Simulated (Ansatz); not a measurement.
A series of calculations on BH$_{2}$OF$_{3}$

### Relaxation

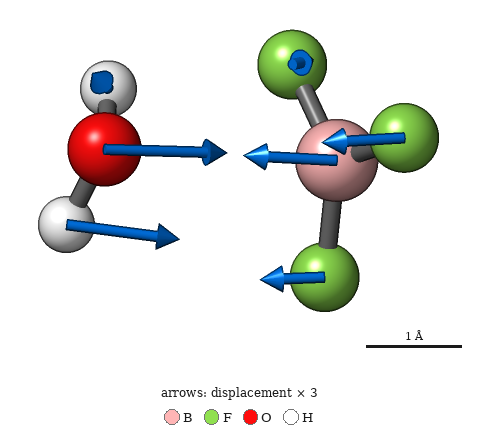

This is a relaxation of BH2OF3. The starting structure is drawn; blue arrows show the displacements, 3 times their true length. The two geometries are superimposed by the best rigid fit.

Style: ball-and-stick. Shown face on.

The run prepares an end point of a later path (reaction) calculation, from a guessed geometry.

Theory: RKS B3LYP/def2-SVP (Ansatz). Set-up: no spin polarisation; force threshold 0.03 eV/Å; at most 50 steps.

### What happened in the run?

The O atom moves most after the best rigid fit: 0.46 Å. Largest moves by element: O 0.46 Å, H 0.40 Å, B 0.34 Å, F 0.30 Å. Among the contacts that change: B–O 2.600 → 1.805 Å, B–F 1.318 → 1.353 Å, B–F 1.312 → 1.338 Å, H–O 0.986 → 0.971 Å. Bond angles that change, for instance: F–B–F 120.5° → 117.1°, F–B–F 120.0° → 117.1°, F–B–F 119.1° → 116.3°. After 7 geometry steps the energy has fallen by 0.260 eV. The largest force component goes from 0.64 to 0.0041 eV/Å. Cost: 14 s on 2 threads of Intel(R) Xeon(R) Platinum 8259CL CPU @ 2.50GHz (Skylake/Cascade Lake), with other jobs on the host, peak memory 0.17 GiB.

### Relaxation

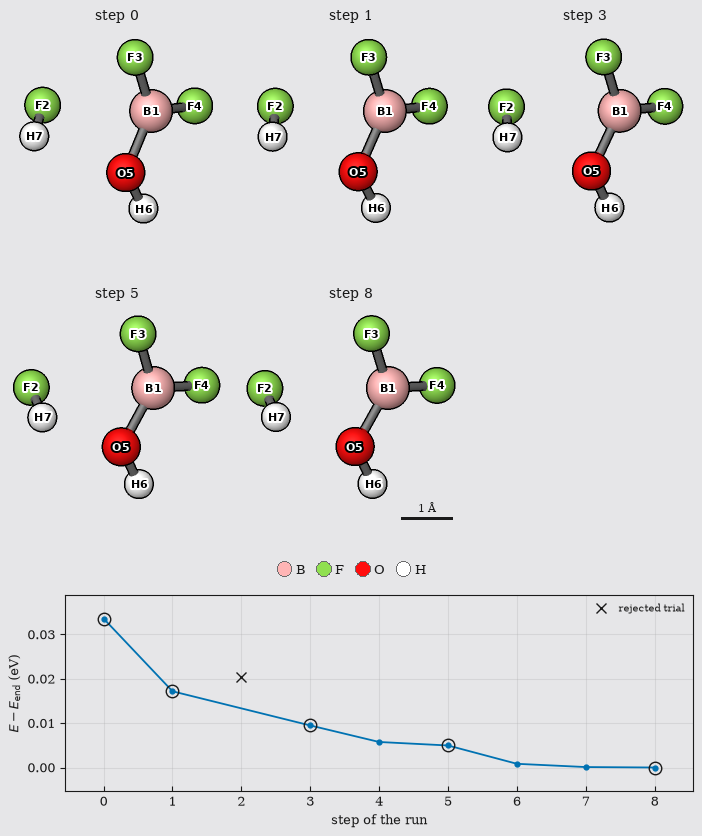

Frames of a relaxation of BH₂OF₃, marked on the history of the run. The picture is a ball-and-stick view, seen at a tilt.

The run prepares an end point of a later path (reaction) calculation, from a guessed geometry.

These are results of RKS B3LYP/def2-SVP (Ansatz 0.2.0), not measurements.

Input
```yaml
crystal:
  periodic: [false, false, false]
  atoms:
    - { symbol: B, position_ang: [0.040834, -0.457012, -0.419635] }
    - { symbol: F, position_ang: [-0.126626, 0.04959, 2.044329] }
    - { symbol: F, position_ang: [1.142244, 0.255194, -0.533029] }
    - { symbol: F, position_ang: [-1.113771, 0.043017, -0.833205] }
    - { symbol: O, position_ang: [0.137265, -1.758594, 0.033792] }
    - { symbol: H, position_ang: [-0.72038, -2.204153, 0.013763] }
    - { symbol: H, position_ang: [0.282235, -0.781644, 2.008584] }
basis:
  gaussian: { orbitals: def2-SVP }
hamiltonian:
  xc: b3lyp
relax:
  f_tol: 0.03
  max_steps: 50
output:
  orbitals: {}
```

Launched with:
```bash
ansatz run input.yaml --threads 2 --pin off --max-ram 3072MiB --backend cpu --events-out ev --progress --plain --runs-dir out
```

### What happens along the run?

After 7 accepted moves (8 points after the start) the energy has fallen by 0.034 eV. Largest force component: 0.84 eV/Å at the start, 0.026 eV/Å at the end. The line search rejected the trial step at point 2 of the run. The largest move after the best rigid fit is that of F2, 0.26 Å. By element the largest moves are F 0.26 Å, H 0.17 Å, O 0.16 Å, B 0.06 Å. Near-neighbour distances that change, for instance: B1–O5 1.382 → 1.362 Å, F2–H7 0.927 → 0.934 Å. From step 0 to 1: H7 moves most (0.09 Å), energy −0.016 eV. From step 1 to 3: F2 moves most (0.06 Å), energy −0.008 eV. From step 3 to 5: F2 moves most (0.15 Å), energy −0.005 eV. From step 5 to 8: F4 moves most (0.03 Å), energy −0.005 eV.

```
step  E − E(0), eV  largest force component, eV/Å      note
   0        0.0000                         0.8386          
   1       -0.0164                         0.3699          
   2       -0.0132                         1.0266  rejected
   3       -0.0241                         0.2268          
   4       -0.0278                         0.4501          
   5       -0.0286                         0.3352          
   6       -0.0327                         0.0702          
   7       -0.0335                         0.0444          
   8       -0.0336                         0.0256
```

Limits of the set-up: the start holds two separate molecules, 2.2 Å apart at their closest, whose relative position is a soft coordinate and is computed without a dispersion correction.

### Path

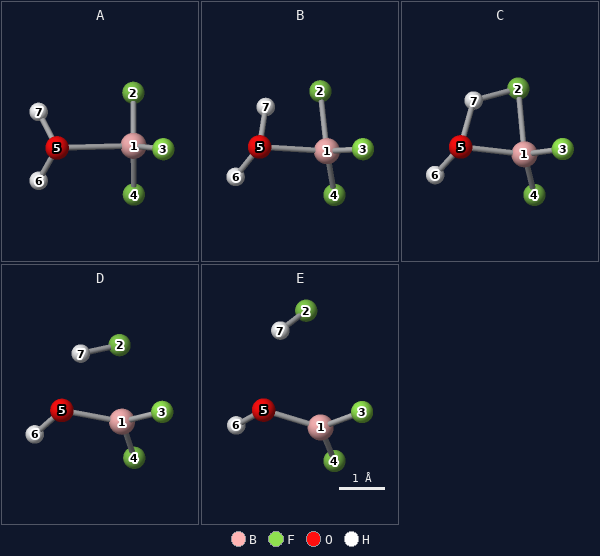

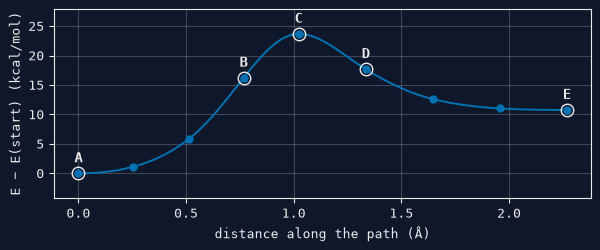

A search for the minimum-energy path of BH2OF3 by the nudged elastic band. Images are numbered from 0 (start) to 8 (end). Frames A to E are images 0, 3, 4, 5, 8. The picture is a ball-and-stick view, seen face on.

These are results of RKS B3LYP/def2-SVP in Ansatz 0.2.0, not measurements. Run with 7 movable images; climbing image; force threshold 0.05 eV/Å; iteration limit 60; starting path through a guess of the saddle point.

Question: Read off the barrier and say what moves.

Answer: Breaking: B1–F2 (1.35 → 1.65 at the top → 2.78 Å), O5–H7 (0.97 → 1.28 at the top → 1.89 Å). Forming: F2–H7 (2.33 → 1.13 at the top → 0.93 Å). Forward barrier 23.7 kcal/mol, backward barrier 12.9 kcal/mol, with image 4 at the top; the reaction energy is +10.8 kcal/mol. The band converged in 15 iterations. The largest component of the band force went from 6.5 to 0.031 eV/Å. The climbing image converged on the top of the path. Its vibrational analysis gives one imaginary mode (996i cm⁻¹), as a transition state must have.

Cost: 2.7 min on 2 threads of Intel(R) Xeon(R) Platinum 8259CL CPU @ 2.50GHz (Skylake/Cascade Lake) (shared host), peak memory 0.17 GiB.
